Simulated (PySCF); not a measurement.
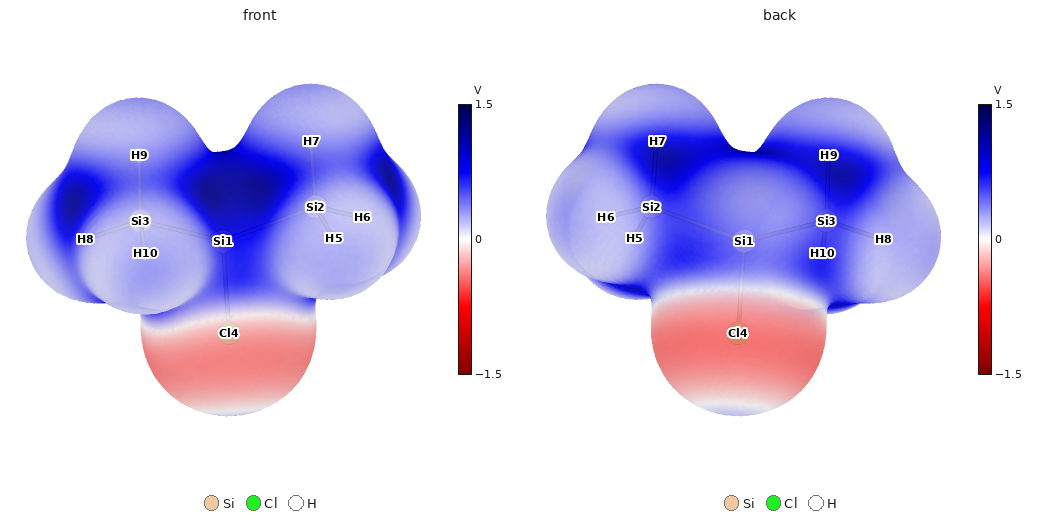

The picture shows: ClH$_{6}$Si$_{3}$ (SMILES [SiH3][Si]([SiH3])Cl) (doublet). The electrostatic potential painted on the density surface at 0.002 e/bohr³, seen from the front and from behind; red is negative and blue positive.

Geometry: PBE0-D3(BJ)/def2-SVP.

All numbers below come from UKS B3LYP, IGLO-III on Cl Si, pcH-1 on H, non-relativistic, mean-field spin-orbit, GIAO in PySCF 2.14.0, density-fitted response routines.

```csv
atom,x (Å),y (Å),z (Å)
Si,-0.7578,-0.0235,-0.6950
Si,1.2468,-1.1737,-1.0568
Si,-0.8028,1.4665,1.1094
Cl,-2.2727,-1.4381,-0.4159
H,1.5337,-2.1064,0.0775
H,1.1561,-1.9578,-2.3242
H,2.3530,-0.1735,-1.1661
H,-2.0879,2.2261,1.1064
H,0.3398,2.4195,0.9585
H,-0.6666,0.7353,2.4077
```

### Which sites attract a positive test charge, and which a negative one?

A positive charge is drawn to the negative regions and a negative charge to the positive ones. The most negative region (about −0.4 V) lies over Cl4, the most positive (about +1.2 V) over Si1, Si2 and Si3.
